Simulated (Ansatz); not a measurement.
Process, species as SMILES: ClB(Cl)Cl → B atom + 3 Cl atom
B3LYP-D3(BJ)/def2-TZVP geometries, fixed; electronic energies without zero-point terms.
Largest species:
```
B
Cl 1 1.7452
Cl 1 1.7452 2 120.00
Cl 1 1.7452 2 120.00 3 -180.00
```

Basis-set convergence of the atomisation energy at CCSD(T) with Ansatz (a first-principles code). All functions are spherical. Cores are frozen. Open shells are unrestricted. No added dispersion term, no relativity. Functions are those of the species that has most. Reference: Hartree-Fock in cc-pV(Q+d)Z plus the correlation part extrapolated as X^-3 from cc-pV(T+d)Z and cc-pV(Q+d)Z, 323.66 kcal/mol, itself unsure by roughly 1.66 kcal/mol (a third of the extrapolation step and of the last Hartree-Fock step). Deviations are taken from unrounded values.

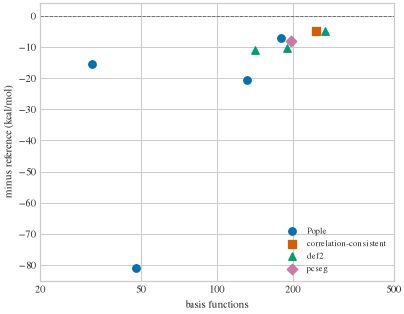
Figure: Deviation from the reference against the number of basis functions, by family of sets.

```tsv
basis	functions	atomisation energy (kcal/mol)	minus reference (kcal/mol)
STO-3G	32	308.20	-15.46
6-31G	48	242.65	-81.01
6-311++G(2d,2p)	132	303.00	-20.66
def2-TZVP	142	312.79	-10.86
6-311++G(3df,3pd)	180	316.71	-6.95
def2-TZVPPD	190	313.31	-10.35
aug-pcseg-2	196	315.69	-7.97
cc-pV(Q+d)Z	247	318.78	-4.88
def2-QZVPP	267	318.79	-4.87
```
